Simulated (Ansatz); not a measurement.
# What x(Ca) = 0.5, 6 atoms, P4/mmm does to BaF2

Start from BaF$_{2}$ in the fluorite structure (space group Fm-3m, No. 225; a = 6.137 Å).

The other end (x = 1) is CaF₂ in the fluorite structure (space group Fm-3m, No. 225): 13.27 Å³/atom, gap 7.25 eV.

Now apply this change: Ca replaces 50.0 % of the Ba, ordered in a cell of 6 atoms (starting symmetry P4/mmm) and fully relaxed.

All numbers come from PBEsol in Ansatz (plane waves to 420 eV, PAW, spin-orbit coupling left out). k-mesh 8×8×6 (Γ-centred); smearing 0.05 eV (Fermi–Dirac), for the changed cell.

The volume per atom falls by 3.083 Å³, from 19.27 Å³ to 16.18 Å³ and the density falls by 0.704 g/cm³, from 5.04 g/cm³ to 4.33 g/cm³. The shortest interatomic distance falls by 23.7 pm, from 265.8 pm to 242.1 pm and the band gap decreases by 0.594 eV (6.83 eV → 6.23 eV). The gap character (in this cell's own zone, which can be folded) is indirect, X → Γ and the electron mass becomes 0.73 mₑ along c, 0.58 mₑ across (at Γ) (base: 0.48 mₑ (at Γ)). The mixing energy amounts to +56 meV/atom and the deviation of the volume from the linear (Vegard-type) interpolation amounts to -0.5 %. The bowing parameter b of this ordering, from Eg = [1−x] Eg[0] + x Eg[1] − b x [1−x], amounts to 3.2 eV and the mean first-shell distances amounts to Ba–F 2.601 Å (end compound 2.658 Å), Ca–F 2.421 Å (end compound 2.347 Å).

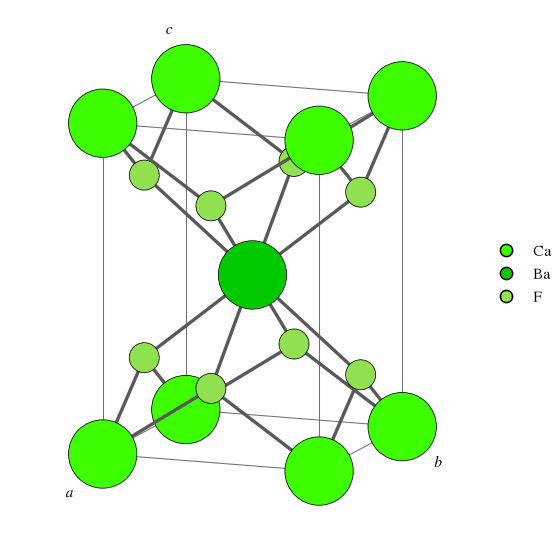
Figure: The relaxed conventional cell after the change

Each cell is one ordered arrangement of few atoms, which overstates ordering effects compared with a random alloy. Effective masses come from finite differences of ±0.01 Å⁻¹. Whether these cells are dynamically stable was not tested. k-point labels follow each cell's own Brillouin zone.

Ansatz is a first-principles code.
